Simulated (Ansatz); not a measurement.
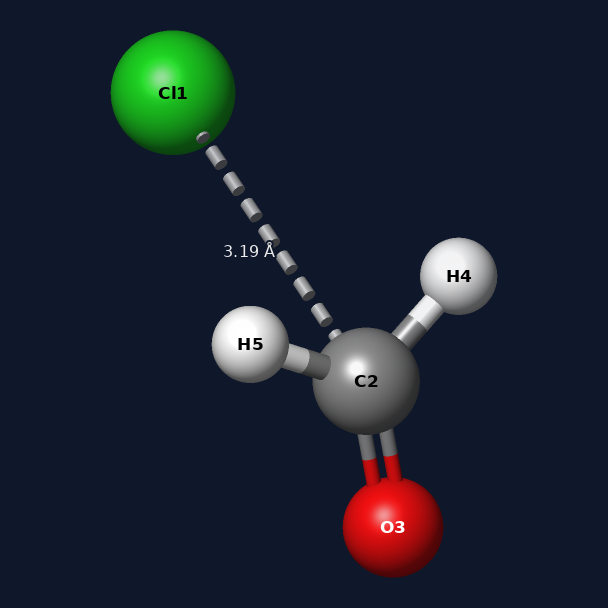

Two molecules or ions; the broken line marks their closest contact (measured against van der Waals radii). The species has charge −1 and is a spin singlet. Geometry: a pair of rigid molecules at a changed separation. Program: Ansatz 0.2.0.

Which two species are they?

Answer. Cl and CH2O (`C=O.[Cl-]`).

Give the counterpoise-corrected interaction energy (kcal/mol, monomers kept as in the pair) with RHF-CCSD(T) (frozen core)/def2-TZVPPD; ωB97M-V/def2-TZVPPD.

| level | interaction energy (kcal/mol) |
| --- | --- |
| RHF-CCSD(T) (frozen core)/def2-TZVPPD | −10.2 |
| ωB97M-V/def2-TZVPPD | −11.2 |
